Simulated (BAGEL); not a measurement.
# A workflow on Si2H5Cl (SMILES [SiH3][SiH2]Cl)

We compute a single-point energy (HF/6-31G*), then the energy (NEVPT2(2,2)/6-31G*), then the energy (CASPT2(2,2)/6-31G*) of Si2H5Cl. 

The calculation is run with BAGEL 1.2.2.

1 further run of the same task is left out (set aside as unsound or not needed).

## (1) Starting point

Si2H5Cl: 8 atoms, total charge 0, spin state singlet. SMILES: `[SiH3][SiH2]Cl`. The Si2–H7 distance was set to 2.376 Å, away from the relaxed value. At this shape a bond of the SMILES string is far longer than usual.

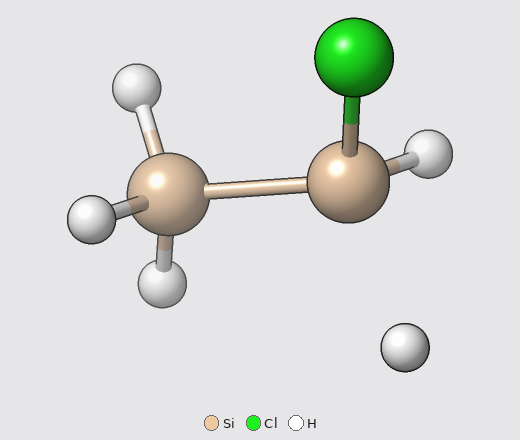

Viewed from a chosen angle; silicon light orange, chlorine green, hydrogen white.

## (2) The energy at HF/6-31G(d) (density fitting with svp-jkfit, spherical functions) (run 1)

input.json reads:

```json
{ "bagel": [

{
  "title": "molecule",
  "basis": "6-31gs.json",
  "df_basis": "svp-jkfit",
  "angstrom": false,
  "geometry": [
    { "atom": "Si", "xyz": [    -0.63757659,     2.44188142,    -2.05900590 ] },
    { "atom": "Si", "xyz": [     1.78108388,    -0.99855396,    -0.70558405 ] },
    { "atom": "Cl", "xyz": [     5.29257296,     0.29760919,     0.39442553 ] },
    { "atom": "H", "xyz": [    -3.18209281,     1.55049761,    -2.85779313 ] },
    { "atom": "H", "xyz": [     0.63269731,     3.68702197,    -4.23162403 ] },
    { "atom": "H", "xyz": [    -0.91725605,     4.28228569,     0.04312544 ] },
    { "atom": "H", "xyz": [    -0.07899055,    -3.06664756,     2.81833754 ] },
    { "atom": "H", "xyz": [     2.16621006,    -2.87335125,    -2.75744868 ] }
  ]
},

{
  "title": "hf"
},

{
  "title": "print",
  "file": "orbitals.molden",
  "orbitals": true
}

]}
```

The basis set 6-31G* is read from a file made from the Basis Set Exchange's data (not shown).

On the command line:

```
BAGEL_NUM_THREADS=1 BAGEL input.json > input.out
```

The log of the run:

```text
* using 1 threads per process

  ===============================================================
  ===============================================================

  *** Geometry ***

  { "atom" : "Si", "xyz" : [     -0.637577,      2.441881,     -2.059006 ] },
  { "atom" : "Si", "xyz" : [      1.781084,     -0.998554,     -0.705584 ] },
  { "atom" : "Cl", "xyz" : [      5.292573,      0.297609,      0.394426 ] },
[... 4 lines of this table left out ...]
  { "atom" : "H", "xyz" : [      2.166210,     -2.873351,     -2.757449 ] },

  Number of auxiliary basis functions:      474

  Since a DF basis is specified, we compute 2- and 3-index integrals:
    o Being stored without compression. Storage requirement is 0.016 GB

  Number of basis functions:       64
  Number of electrons      :       50

    * METHOD: MOLECULE                             0.24

  *** RHF ***

  === Nuclear Repulsion ===
   188.5024769787

      * DIIS with orbital gradients will be used.

  === RHF iteration (6-31gs.json) ===
      0      -1040.07719611          0.01062290           0.06
      1      -1040.14371586          0.00428735           0.06
      2      -1040.15346287          0.00117617           0.06
[... 8 lines of this table left out ...]
     11      -1040.15448324          0.00000001           0.06
    * SCF iteration converged.

    * Permanent dipole moment:
           (    0.473186,    -0.269089,     0.785894) a.u.

    * METHOD: HF                                   0.86

    * METHOD: PRINT                                0.01

  ===============================================================
```

Wall time 1.2 s (1 thread of Arm Neoverse V1, shared host); peak memory 0.14 GiB.

## (3) The energy at NEVPT2(2,2)/6-31G(d) (density fitting with svp-jkfit, spherical functions) (run 2)

job.json reads:

```json
{ "bagel": [

{
  "title": "molecule",
  "basis": "6-31gs.json",
  "df_basis": "svp-jkfit",
  "angstrom": "false",
  "geometry": [
    { "atom": "Si", "xyz": [ -0.63757659,  2.44188142, -2.05900590 ] },
    { "atom": "Si", "xyz": [  1.78108388, -0.99855396, -0.70558405 ] },
    { "atom": "Cl", "xyz": [  5.29257296,  0.29760919,  0.39442553 ] },
    { "atom": "H", "xyz": [ -3.18209281,  1.55049761, -2.85779313 ] },
    { "atom": "H", "xyz": [  0.63269731,  3.68702197, -4.23162403 ] },
    { "atom": "H", "xyz": [ -0.91725605,  4.28228569,  0.04312544 ] },
    { "atom": "H", "xyz": [ -0.07899055, -3.06664756,  2.81833754 ] },
    { "atom": "H", "xyz": [  2.16621006, -2.87335125, -2.75744868 ] }
  ]
},
{ "title": "hf" },
{ "title": "nevpt2", "nstate": 1, "nact": 2, "nclosed": 24, "active": [25, 26], "maxiter": 200, "natocc": "true", "ncore": 15 },
{ "title": "print", "file": "orbitals.molden", "orbitals": "true" }

]}
```

The basis set 6-31G* is read from a file made from the Basis Set Exchange's data (not shown).

On the command line:

```
BAGEL_NUM_THREADS=1 BAGEL job.json > job.out
```

The log of the run:

```text
* using 1 threads per process

  ===============================================================
  ===============================================================

  *** Geometry ***

  { "atom" : "Si", "xyz" : [     -0.637577,      2.441881,     -2.059006 ] },
  { "atom" : "Si", "xyz" : [      1.781084,     -0.998554,     -0.705584 ] },
  { "atom" : "Cl", "xyz" : [      5.292573,      0.297609,      0.394426 ] },
[... 4 lines of this table left out ...]
  { "atom" : "H", "xyz" : [      2.166210,     -2.873351,     -2.757449 ] },

[... 23 lines left out ...]
    * SCF iteration converged.
[... 1 line left out ...]
    * Permanent dipole moment:
[... 28 lines left out ...]
    * Second-order optimization converged. *
[... 9 lines left out ...]
     * ci vector, state   0, <S^2> = 0.0000
       2.     0.9599034213
       .2    -0.2803309147

  === DF-NEVPT2 calculation ===

    * 3-index integral transformation done
    * assembly done

      NEVPT2 correlation energy:   -0.2689416376      0.06

          (+0)     -0.2427227335
          (+0)'    -0.0044993118
          (+1)     -0.0076336978
          (+1)'    -0.0000000000
          (+2)     -0.0002640584
          (-1)     -0.0127737670
          (-1)'     0.0000000000
          (-2)     -0.0010480690

      NEVPT2 total energy:       -1040.4623208251

    * METHOD: NEVPT2                               3.30

    * METHOD: PRINT                                0.01

  ===============================================================
```

Run time: 4.8 s. Hardware: 1 thread of Arm Neoverse V1, shared host; peak memory 0.14 GiB.

## (4) The energy at CASPT2(2,2)/6-31G(d) (density fitting with svp-jkfit, spherical functions) (run 3)

input.json reads:

```json
{ "bagel" : [

{
  "title" : "molecule",
  "basis" : "6-31gs.json",
  "df_basis" : "svp-jkfit",
  "angstrom" : false,
  "geometry" : [
    { "atom" : "Si", "xyz" : [ -0.63757659,  2.44188142, -2.05900590 ] },
    { "atom" : "Si", "xyz" : [  1.78108388, -0.99855396, -0.70558405 ] },
    { "atom" : "Cl", "xyz" : [  5.29257296,  0.29760919,  0.39442553 ] },
    { "atom" : "H", "xyz" : [ -3.18209281,  1.55049761, -2.85779313 ] },
    { "atom" : "H", "xyz" : [  0.63269731,  3.68702197, -4.23162403 ] },
    { "atom" : "H", "xyz" : [ -0.91725605,  4.28228569,  0.04312544 ] },
    { "atom" : "H", "xyz" : [ -0.07899055, -3.06664756,  2.81833754 ] },
    { "atom" : "H", "xyz" : [  2.16621006, -2.87335125, -2.75744868 ] }
  ]
},
{
  "title" : "hf"
},
{
  "title" : "casscf",
  "nstate" : 1,
  "nact" : 2,
  "nclosed" : 24,
  "active" : [25, 26],
  "maxiter" : 200,
  "natocc" : true
},
{
  "title" : "print",
  "file" : "orbitals.molden",
  "orbitals" : true
},
{
  "title" : "smith",
  "method" : "caspt2",
  "ms" : true,
  "xms" : true,
  "sssr" : true,
  "shift" : 0.2,
  "shift_imag" : true,
  "ncore" : 15
}

]}
```

The basis set 6-31G* is read from a file made from the Basis Set Exchange's data (not shown).

On the command line:

```
BAGEL_NUM_THREADS=1 BAGEL input.json > input.out
```

The log of the run:

```text
* using 1 threads per process

  ===============================================================
  ===============================================================

  *** Geometry ***

  { "atom" : "Si", "xyz" : [     -0.637577,      2.441881,     -2.059006 ] },
  { "atom" : "Si", "xyz" : [      1.781084,     -0.998554,     -0.705584 ] },
  { "atom" : "Cl", "xyz" : [      5.292573,      0.297609,      0.394426 ] },
[... 4 lines of this table left out ...]
  { "atom" : "H", "xyz" : [      2.166210,     -2.873351,     -2.757449 ] },

[... 25 lines left out ...]
    * Permanent dipole moment:
[... 37 lines left out ...]
     * ci vector, state   0, <S^2> = 0.0000
[... 21 lines left out ...]
       #      aibj      arbs      arbi      airj      risj      airs      arst      rist         Etot      error   time
[... 8 lines left out ...]
      ------------------------------------------------------------------------------------------------------------------

    * CASPT2 energy : state  0    -1040.4648172124
        w/o shift correction      -1040.4625601845
        reference weight              0.8957752109

    * METHOD: SMITH                                0.24

  ===============================================================
```

Run time: 4.8 s. Hardware: 1 thread of Arm Neoverse V1, shared host; peak memory 0.14 GiB.

## (5) Outcome

```
                               quantity           value
         run 1, HF/6-31G*: total energy  -1040.15448 Eh
        run 1, HF/6-31G*: dipole moment          2.43 D
          run 1, HF/6-31G*: HOMO energy        -9.83 eV
          run 1, HF/6-31G*: LUMO energy         1.15 eV
        run 1, HF/6-31G*: HOMO–LUMO gap        10.98 eV
run 2, NEVPT2(2,2)/6-31G*: total energy  -1040.46232 Eh
run 3, CASPT2(2,2)/6-31G*: total energy  -1040.46482 Eh
```
